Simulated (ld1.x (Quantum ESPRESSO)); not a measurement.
# Cu: an input that ld1.x accepts and what odd changes do to it, part 2 of 2

A potential is built and tested first. Its input is then changed in one place at a time, on purpose and often against sense, to learn how the program reacts.

ld1.x (Quantum ESPRESSO) 7.5; PBE, scalar-relativistic. Step numbers count through all parts.

## (5) Cutoff and ghost test in a Bessel basis

A separate test, outside the generator: the pseudo-atom's Hamiltonian at the reference potential is diagonalised in spherical Bessel functions j_l(qr) that vanish at 20 bohr, with q² up to the cutoff.

All-electron valence levels (Ry): 3p -5.3024, 4p -0.0512, 3d -0.3703, 3s -8.4305, 4s -0.3388. The lowest levels of each channel (Ry) by cutoff; the last column sums, over occupied levels, occupation times the distance from the level at 400 Ry. A positive value at high cutoff is not a bound level.

| cutoff (Ry) | p #1 | p #2 | d #1 | f #1 | s #1 | s #2 | Σ f·Δε (mRy) |
| --- | --- | --- | --- | --- | --- | --- | --- |
| 8 | -1.1688 | 0.0047 | 0.0630 | 0.1122 | -6.5472 | -0.2212 | 33025.6 |
| 25 | -3.9839 | -0.0308 | 0.0628 | 0.1122 | -7.6237 | -0.3078 | 13892.6 |
| 50 | -5.1649 | -0.0484 | 0.0056 | 0.1122 | -8.0155 | -0.3215 | 5438.3 |
| 100 | -5.3024 | -0.0515 | -0.3695 | 0.1122 | -8.3944 | -0.3433 | 82.9 |
| 180 | -5.3024 | -0.0515 | -0.3703 | 0.1122 | -8.4162 | -0.3444 | 29.8 |
| 230 | -5.3025 | -0.0515 | -0.3703 | 0.1122 | -8.4281 | -0.3450 | 5.0 |
| 400 | -5.3025 | -0.0515 | -0.3703 | 0.1122 | -8.4305 | -0.3452 | 0.0 |

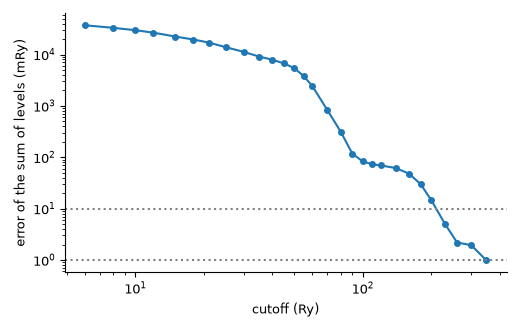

Occupation-weighted error of the valence levels against the cutoff; the dotted lines mark 10 and 1 mRy.

The sum stays within 10 mRy from 230 Ry and within 1 mRy only somewhere over 300 Ry. The sum leaves out empty levels, which can need more. Ghost test: no level below the all-electron spectrum of its channel (p, d, f, s tested).

## (6) Changed on purpose: Latter correction switched on

Cu.in reads:

```
 &input
   title='Cu', zed=29., rel=1, dft='PBE', iswitch=3, latt=1,
   config='[Ar] 3d10 4s1 4p0 4f-2',
   nld=4, rlderiv=1.55, eminld=-10.0, emaxld=5.0, deld=0.04
 /
 &inputp
   pseudotype=2, tm=.false., rho0=0.01, lloc=0,
   nlcc=.false.,
   file_pseudopw='Cu.UPF', file_wfcaegen='ae.wfc', file_wfcncgen='nc.wfc', file_beta='beta', file_chi='chi'
 /
4
3P  2  1   6.00   0.00  1.10  1.10  0.0
3D  3  2  10.00   0.00  1.40  1.40  0.0
4F  4  3  -2.00   0.10  1.15  1.15  0.0
3S  1  0   2.00   0.00  0.80  0.80  0.0
 &test
   configts(1)='3s2 3p6 3d10 4s1 4p0'
 /
```

Started as:

```
$ ld1.x < Cu.in > Cu.out
```

What the program wrote to Cu.out (without the banner and most projector matrices):

```text
[... the first 51 lines are left out ...]

      Wfc   3D  rcut= 1.395  Estimated cut-off energy=      120.50 Ry
      This function has    0 nodes for 0 < r <    1.395

      Wfc   4F  rcut= 1.142  Estimated cut-off energy=      213.79 Ry
      This function has    0 nodes for 0 < r <    1.142
      l=   3 integral=    0.000013506 r(ikk)     1.293955971

 %%%%%%%%%%%%%%%%%%%%%%%%%%%%%%%%%%%%%%%%%%%%%%%%%%%%%%%%%%%%%%%%%%%%%%%%%%%%%%
     Error in routine compute_chi (1):
     chi too large beyond r_c
 %%%%%%%%%%%%%%%%%%%%%%%%%%%%%%%%%%%%%%%%%%%%%%%%%%%%%%%%%%%%%%%%%%%%%%%%%%%%%%

     stopping ...
```

Run time: 0.18 s. Hardware: 1 thread, shared host.

The program stops during the generation: "compute_chi: chi too large beyond r_c". The reason: the function χ = (ε − T − V_loc)φ does not vanish beyond the cutoff radius.

## (7) Changed on purpose: threshold tr2=1e-8

Cu.in reads:

```
 &input
   title='Cu', zed=29., rel=1, dft='PBE', iswitch=3, tr2=1e-8,
   config='[Ar] 3d10 4s1 4p0 4f-2',
   nld=4, rlderiv=1.55, eminld=-10.0, emaxld=5.0, deld=0.04
 /
 &inputp
   pseudotype=2, tm=.false., rho0=0.01, lloc=0,
   nlcc=.false.,
   file_pseudopw='Cu.UPF', file_wfcaegen='ae.wfc', file_wfcncgen='nc.wfc', file_beta='beta', file_chi='chi'
 /
4
3P  2  1   6.00   0.00  1.10  1.10  0.0
3D  3  2  10.00   0.00  1.40  1.40  0.0
4F  4  3  -2.00   0.10  1.15  1.15  0.0
3S  1  0   2.00   0.00  0.80  0.80  0.0
 &test
   configts(1)='3s2 3p6 3d10 4s1 4p0'
 /
```

Started as:

```
$ ld1.x < Cu.in > Cu.out
```

What the program wrote to Cu.out (without the banner and most projector matrices):

```text
[... the first 59 lines are left out ...]

     [... the all-electron block is printed once more ...]


     Computing logarithmic derivative in   1.55111
     Computing logarithmic derivative in   1.55111
     Computing the partial wave expansion
       no projector for channel:   0
     R is outside the sphere for l=    1 j= 0.00
     R is outside the sphere for l=    2 j= 0.00
     R is outside the sphere for l=    3 j= 0.00

     ---------------------- Testing the pseudopotential ----------------------

     Cu
     scalar relativistic calculation

     atomic number is 29.00   valence charge is 19.00
     dft =PBE   lsd =0 sic =0 latt =0  beta=0.20 tr2=1.0E-08
     mesh =1199 r(mesh) = 100.25372 xmin = -7.00 dx = 0.01250

     n l     nl             e AE (Ry)        e PS (Ry)    De AE-PS (Ry)
     1 0     3S   1( 2.00)       -8.43050       -8.43072        0.00021
     2 1     3P   1( 6.00)       -5.30240       -5.30243        0.00003
     3 2     3D   1(10.00)       -0.37025       -0.37030        0.00004
     2 0     4S   1( 1.00)       -0.33877       -0.34522        0.00645  !
     3 1     4P   1( 0.00)       -0.05120       -0.05160        0.00040

     eps = 1.7E-09  iter =  9

     Etot =   -3309.701210 Ry,   -1654.850605 Ha,  -45030.778989 eV
     Etotps =  -380.088808 Ry,    -190.044404 Ha,   -5171.371680 eV

     Ekin =     196.062261 Ry,      98.031131 Ha,    2667.562962 eV
     Encl =    -823.740322 Ry,    -411.870161 Ha,  -11207.558036 eV
     Ehrt =     338.455613 Ry,     169.227807 Ha,    4604.923211 eV
     Ecxc =     -36.606736 Ry,     -18.303368 Ha,    -498.060017 eV
     Epseu=     -54.259625 Ry,     -27.129812 Ha,    -738.239801 eV

     ---------------------- End of pseudopotential test ----------------------
```

Wall time 0.5 s (1 thread, shared host).

The program runs through. The occupied levels of its test differ from the all-electron ones by at most 0.00645 Ry, against 0.00642 Ry before the change. Levels of the reference alone can't show what the change does to scattering or transferability.

## (8) Changed on purpose: occupation of 3D in the list raised by one against config

Cu.in reads:

```
 &input
   title='Cu', zed=29., rel=1, dft='PBE', iswitch=3,
   config='[Ar] 3d10 4s1 4p0 4f-2',
   nld=4, rlderiv=1.55, eminld=-10.0, emaxld=5.0, deld=0.04
 /
 &inputp
   pseudotype=2, tm=.false., rho0=0.01, lloc=0,
   nlcc=.false.,
   file_pseudopw='Cu.UPF', file_wfcaegen='ae.wfc', file_wfcncgen='nc.wfc', file_beta='beta', file_chi='chi'
 /
4
3P  2  1   6.00   0.00  1.10  1.10  0.0
3D  3  2  11.00   0.00  1.40  1.40  0.0
4F  4  3  -2.00   0.10  1.15  1.15  0.0
3S  1  0   2.00   0.00  0.80  0.80  0.0
 &test
   configts(1)='3s2 3p6 3d10 4s1 4p0'
 /
```

Started as:

```
$ ld1.x < Cu.in > Cu.out
```

Output in Cu.out (without the banner and most projector matrices):

```text
     Program LD1 v.7.5

 %%%%%%%%%%%%%%%%%%%%%%%%%%%%%%%%%%%%%%%%%%%%%%%%%%%%%%%%%%%%%%%%%%%%%%%%%%%%%%
     Error in routine read_psconfig (2):
     occupations (l) wrong
 %%%%%%%%%%%%%%%%%%%%%%%%%%%%%%%%%%%%%%%%%%%%%%%%%%%%%%%%%%%%%%%%%%%%%%%%%%%%%%

     stopping ...
```

It took 0.02 s on 1 thread, shared host.

The program refuses the input: "read_psconfig: occupations (l) wrong".

## (9) Odd change: spin polarisation asked for in a generation

Cu.in reads:

```
 &input
   title='Cu', zed=29., rel=1, dft='PBE', iswitch=3, lsd=1,
   config='[Ar] 3d10 4s1 4p0 4f-2',
   nld=4, rlderiv=1.55, eminld=-10.0, emaxld=5.0, deld=0.04
 /
 &inputp
   pseudotype=2, tm=.false., rho0=0.01, lloc=0,
   nlcc=.false.,
   file_pseudopw='Cu.UPF', file_wfcaegen='ae.wfc', file_wfcncgen='nc.wfc', file_beta='beta', file_chi='chi'
 /
4
3P  2  1   6.00   0.00  1.10  1.10  0.0
3D  3  2  10.00   0.00  1.40  1.40  0.0
4F  4  3  -2.00   0.10  1.15  1.15  0.0
3S  1  0   2.00   0.00  0.80  0.80  0.0
 &test
   configts(1)='3s2 3p6 3d10 4s1 4p0'
 /
```

Started as:

```
$ ld1.x < Cu.in > Cu.out
```

The output, Cu.out (without the banner and most projector matrices):

```text
[... the first 18 lines are left out ...]

     [... all-electron run as in step 2 ...]


     Computing logarithmic derivative in   1.55111
     Computing logarithmic derivative in   1.55111
     Computing the partial wave expansion
       no projector for channel:   0
     R is outside the sphere for l=    1 j= 0.00
     R is outside the sphere for l=    2 j= 0.00
     R is outside the sphere for l=    3 j= 0.00

     ---------------------- Testing the pseudopotential ----------------------

     Cu
     scalar relativistic calculation

     atomic number is 29.00   valence charge is 19.00
     dft =PBE   lsd =0 sic =0 latt =0  beta=0.20 tr2=1.0E-14
     mesh =1199 r(mesh) = 100.25372 xmin = -7.00 dx = 0.01250

     n l     nl             e AE (Ry)        e PS (Ry)    De AE-PS (Ry)
     1 0     3S   1( 2.00)       -8.43051       -8.43070        0.00019
     2 1     3P   1( 6.00)       -5.30241       -5.30242        0.00000
     3 2     3D   1(10.00)       -0.37027       -0.37027        0.00000
     2 0     4S   1( 1.00)       -0.33878       -0.34520        0.00642  !
     3 1     4P   1( 0.00)       -0.05121       -0.05159        0.00038

     eps = 6.5E-15  iter = 21

     Etot =   -3309.701531 Ry,   -1654.850765 Ha,  -45030.783357 eV
     Etotps =  -380.088234 Ry,    -190.044117 Ha,   -5171.363874 eV

     Ekin =     196.063301 Ry,      98.031650 Ha,    2667.577101 eV
     Encl =    -823.740550 Ry,    -411.870275 Ha,  -11207.561131 eV
     Ehrt =     338.455441 Ry,     169.227721 Ha,    4604.920868 eV
     Ecxc =     -36.606730 Ry,     -18.303365 Ha,    -498.059930 eV
     Epseu=     -54.259697 Ry,     -27.129848 Ha,    -738.240783 eV

     ---------------------- End of pseudopotential test ----------------------
```

Run time: 0.58 s. Hardware: 1 thread, shared host.

The program runs through. The occupied levels of its test differ from the all-electron ones by at most 0.00642 Ry, against 0.00642 Ry before the change. The energy of the pseudo-atom is unchanged too, so the change had no effect.

## (10) Results

The summary covers parts 1 to 2.

The unchanged input:

| quantity | value |
| --- | --- |
| cutoffs for 10 and 1 mRy, occupied levels | 230 Ry and over 300 Ry |
| bound ghosts | none found |
| largest miss of a reference level | 87 meV (4s) |
| largest test error (AE − PS) | -325 meV, for 3s1 3p6 3d10 4s1 4p0 |
| largest phase difference near zero energy, channels read | 0.043 rad |

| odd change | end |
| --- | --- |
| Latter correction switched on | stopped |
| threshold tr2=1e-8 | ran through |
| occupation of 3D in the list raised by one against config | refused |
| spin polarisation asked for in a generation | ran through |

The unchanged input by itself. Already in the reference configuration the 4s level is off by 87 meV; it has no partial wave or projector of its own. The worst unpolarised test, 3s1 3p6 3d10 4s1 4p0, is off by 325 meV on 122.2 eV; by total energies transferability rates as fair for so large an energy. That test lies far up in energy; among those under 40 eV, nearer to bonding, the largest error is 211 meV. Freezing the core alone would shift it much less, so the error comes from the pseudisation. It counts as very hard, with 230 Ry needed at the looser tolerance. The tighter tolerance needs over 300 Ry, and converged work needs a cutoff nearer that. The slowest occupied level is 3s: taken alone it needs 300 Ry to come within 1 mRy, against 180 Ry for 4s. No bound ghost shows below the valence levels.

2 of the 4 changed inputs ran to the end; their files were not put through the further tests.
